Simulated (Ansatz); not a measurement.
## Two runs on CH$_{6}$GeO$_{2}$Si

System: CH$_{6}$GeO$_{2}$Si.
Method of run A: RKS PBE-D4/def2-TZVPP (Ansatz 0.2.0).

The geometry comes from this level: PBE0-D4/def2-TZVP. Text and figures count atoms from 1; the logs count them from 0 in places.

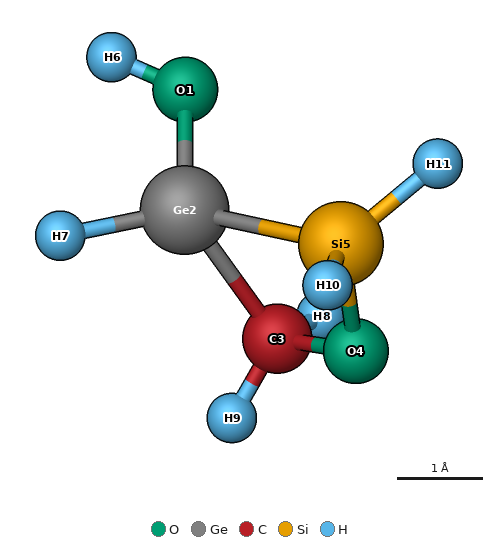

Fig. 1: The structure as given in the input (ball-and-stick view, seen at a tilt; atoms are numbered from 1 in the order of the input). Sticks mark near contacts.

**The input, run A**
```yaml
crystal:
  periodic: [false, false, false]
  atoms:
    - {symbol: O, position_ang: [-1.873455, 1.397763, 0.160250]}
    - {symbol: Ge, position_ang: [-0.155617, 0.918332, 0.247177]}
    - {symbol: C, position_ang: [0.105245, -0.909680, 1.032732]}
    - {symbol: O, position_ang: [0.781275, -1.542636, -0.065372]}
    - {symbol: Si, position_ang: [0.748359, -0.541632, -1.402037]}
    - {symbol: H, position_ang: [-2.012357, 2.303448, 0.443617]}
    - {symbol: H, position_ang: [0.623656, 2.083103, 0.899827]}
    - {symbol: H, position_ang: [-0.846108, -1.407735, 1.239723]}
    - {symbol: H, position_ang: [0.733272, -0.954499, 1.925585]}
    - {symbol: H, position_ang: [2.108520, -0.363396, -1.978907]}
    - {symbol: H, position_ang: [-0.147490, -1.039868, -2.481793]}
basis:
  gaussian: {orbitals: def2-TZVPP}
hamiltonian: {xc: pbe, dispersion: d4}
output: {forces: true, orbitals: {seedname: orbitals}}
```

Launched with:
```bash
ansatz run in.yaml --threads 4 --pin off --events-out ev --progress --plain --max-ram 10444MiB
```

Hardware: 4 threads of Arm Neoverse V1, 23 GiB of memory available, shared host.

**Output (run A)**
```
Functional definition: PBE
  parameter kappa = 0.804
  parameter beta = 0.06672455060314922
  exchange = pbe_x(kappa = kappa, mu = beta*pi^2/3)
  correlation = pbe_c(beta = beta)
1482 factors; their error is unknown
mean field evaluation 1: about -69594.6088 eV, gradient 9.2e1 eV
mean field evaluation 2: about -69466.1174 eV, gradient 2.5e2 eV
mean field evaluation 4: about -69608.1786 eV, gradient 2.7e1 eV
mean field evaluation 8: about -69609.4255 eV, gradient 3.2e-1 eV
mean field evaluation 16: about -69609.3898 eV, gradient 5.7e-3 eV
mean field -69609.38975723 eV, -2558.0978906393 hartree, gradient 3.4e-5 eV, S^2 0.000000; 0 other end points of the search recorded, 0 dependent functions left out
the calculation of the forces begins
reference -69609.38980287 eV, -2558.0978923163 hartree; 37, 37 occupied and 230, 230 virtual orbitals, 1482 factors
Total energy: -69609.64527514 eV, -2558.1072807492 hartree
Atom 0 at    -1.873455     1.397763     0.160250 Å, force    -0.519195    -0.308129    -0.172076 eV/Å
Atom 1 at    -0.155617     0.918332     0.247177 Å, force     0.331460     0.093744    -0.029124 eV/Å
Atom 2 at     0.105245    -0.909680     1.032732 Å, force    -0.102550     0.020096     0.200104 eV/Å
Atom 3 at     0.781275    -1.542636    -0.065372 Å, force     0.258144    -0.519498     0.041709 eV/Å
Atom 4 at     0.748359    -0.541632    -1.402037 Å, force    -0.007370     0.253583    -0.315010 eV/Å
Atom 5 at    -2.012357     2.303448     0.443617 Å, force    -0.052347     0.449983     0.140388 eV/Å
Atom 6 at     0.623656     2.083103     0.899827 Å, force     0.118657     0.152789     0.089974 eV/Å
Atom 7 at    -0.846108    -1.407735     1.239723 Å, force    -0.214883    -0.087430     0.060980 eV/Å
Atom 8 at     0.733272    -0.954499     1.925585 Å, force     0.124784     0.005098     0.205639 eV/Å
Atom 9 at     2.108520    -0.363396    -1.978907 Å, force     0.163212     0.003218    -0.080560 eV/Å
Atom 10 at    -0.147490    -1.039868    -2.481793 Å, force    -0.099912    -0.063454    -0.142024 eV/Å
Dipole moment:     0.044904     0.380567     0.150552 e Å
```

For run B the input was changed thus:
```diff
-hamiltonian: {xc: pbe, dispersion: d4}
+hamiltonian: {xc: {name: wB97M-V}}
```

What does this change do to the results?

The total energies belong to different models, so their difference says nothing on which is more stable or more accurate. The largest force goes from 0.628 to 0.365 eV/Å. The HOMO goes from −6.07 to −9.31 eV. The LUMO goes from −1.28 to 1.25 eV. The dipole moment goes from 1.98 to 2.15 D. On the same kind of shared host run B took about 5 times as long.

**Output (run B)**
```
Functional definition: wB97M-V
  parameter omega = 0.3/bohr
  parameter cx = 0.15
  parameter cx01 = 1.007
  parameter cx10 = 0.259
  parameter css00 = 0.443
  parameter css04 = -1.437
  parameter css10 = -4.535
  parameter css20 = -3.390
  parameter css43 = 4.278
  parameter cos00 = 1.000
  parameter cos10 = 1.358
  parameter cos20 = 2.924
  parameter cos21 = -8.812
  parameter cos60 = -1.390
  parameter cos61 = 9.142
  parameter b = 6.0
  parameter c = 0.01
  gx(w, u) = 1 - cx + cx01*u + cx10*w
  gss(w, u) = css00 + css04*u^4 + css10*w + css20*w^2 + css43*w^4*u^3
  gos(w, u) = cos00 + cos10*w + (cos20 + cos21*u)*w^2 + (cos60 + cos61*u)*w^6
  exchange = spin_sum(e_x_unif_sr(omega)*gx(b97_w, b97_u_x)) + cx*exact_x_sr(omega) + exact_x_lr(omega)
  correlation = spin_sum(e_c_pw_mod_same_spin*gss(b97_w, b97_u_same))
      + integral(e_c_pw_mod_opposite_spin*gos(b97_w_opposite, b97_u_opposite)) + vv10(b, c)
1513 factors; their error is unknown
331 factors; integrals over basis functions are off by at most 8.7e-6 eV
mean field evaluation 1: about -69614.6378 eV, gradient 6.6e1 eV
mean field evaluation 2: about -69611.0817 eV, gradient 8.3e1 eV
mean field evaluation 4: about -69622.1234 eV, gradient 2.7e0 eV
mean field evaluation 8: about -69622.1491 eV, gradient 8.0e-2 eV
mean field evaluation 16: about -69622.3067 eV, gradient 1.2e-4 eV
mean field -69622.30671140 eV, -2558.5725799495 hartree, gradient 4.9e-5 eV, S^2 0.000000; 0 other end points of the search recorded, 0 dependent functions left out
the calculation of the forces begins
reference -69622.30676526 eV, -2558.5725819290 hartree; 37, 37 occupied and 230, 230 virtual orbitals, 1513 factors
Total energy: -69622.30676526 eV, -2558.5725819290 hartree
Atom 0 at    -1.873455     1.397763     0.160250 Å, force    -0.040772     0.074922     0.020317 eV/Å
Atom 1 at    -0.155617     0.918332     0.247177 Å, force     0.194759    -0.051394    -0.028818 eV/Å
Atom 2 at     0.105245    -0.909680     1.032732 Å, force    -0.157301     0.128557     0.302799 eV/Å
Atom 3 at     0.781275    -1.542636    -0.065372 Å, force     0.098729    -0.096360    -0.159274 eV/Å
Atom 4 at     0.748359    -0.541632    -1.402037 Å, force     0.035064     0.002939    -0.175913 eV/Å
Atom 5 at    -2.012357     2.303448     0.443617 Å, force    -0.027354    -0.043889    -0.010665 eV/Å
Atom 6 at     0.623656     2.083103     0.899827 Å, force    -0.070763    -0.098624    -0.042548 eV/Å
Atom 7 at    -0.846108    -1.407735     1.239723 Å, force     0.091893     0.035308    -0.012852 eV/Å
Atom 8 at     0.733272    -0.954499     1.925585 Å, force    -0.063702    -0.010557    -0.080801 eV/Å
Atom 9 at     2.108520    -0.363396    -1.978907 Å, force    -0.168158    -0.010930     0.063671 eV/Å
Atom 10 at    -0.147490    -1.039868    -2.481793 Å, force     0.107604     0.070028     0.124085 eV/Å
Dipole moment:     0.068828     0.421182     0.137861 e Å
```

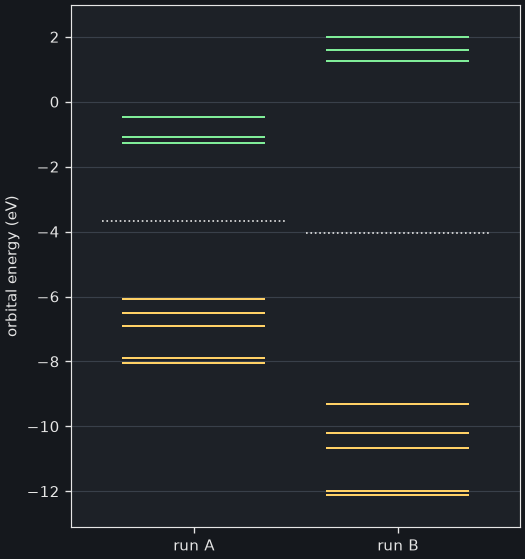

Fig. 2: The five highest filled and three lowest empty orbital energies of the two runs; the dotted lines part filled from empty levels. The HOMO–LUMO gap is 4.79 eV in run A and 10.57 eV in run B.

**The two runs side by side**

| quantity | run A | run B |
| --- | --- | --- |
| outcome | converged | converged |
| total energy (hartree) | −2558.107281 | −2558.572582 |
| HOMO (eV) | −6.07 | −9.31 |
| LUMO (eV) | −1.28 | 1.25 |
| dipole moment (D) | 1.98 | 2.15 |
| largest force (eV/Å) | 0.628 | 0.365 |
| basis functions | 267 | 267 |
| wall time (shared host) | 3.7 s | 19 s |
